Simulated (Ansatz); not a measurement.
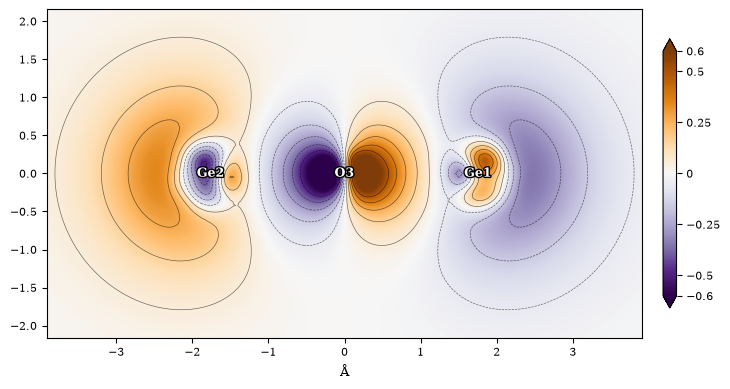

Ge2O (charge +1, doublet). The HOMO (β) on a plane that holds the molecular axis (values in Å⁻³ᐟ²; the overall sign is arbitrary).

Geometry: PBE0-D4/def2-TZVP.

Theory: UKS PBE0-D4/def2-TZVP (Ansatz).

Question: Where does this orbital lie, and at what energy?

Answer: It lies mainly on Ge1 (about 40 %), Ge2 (about 40 %) and O3 (about 20 %); it is of σ type; it is ungerade (odd under inversion). Its energy is −14.34 eV.
